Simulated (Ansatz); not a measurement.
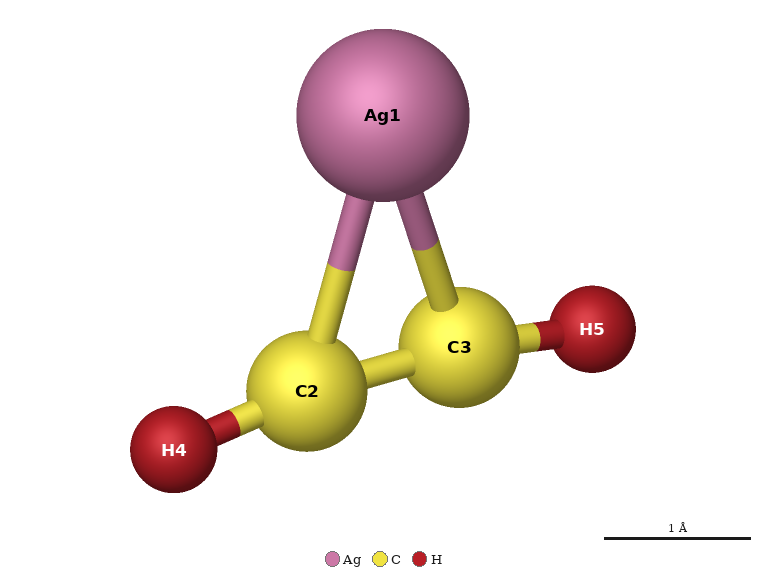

Figure made from data computed with Ansatz.

Atoms carry their numbers in the input. The species has charge +1 and is a spin singlet. Geometry: a pair of rigid molecules at a changed separation.

Give the bond lengths.

```
  bond  length (Å)
Ag1–C2       2.102
Ag1–C3       2.102
 C2–C3       1.215
 C2–H4       1.073
 C3–H5       1.073
```
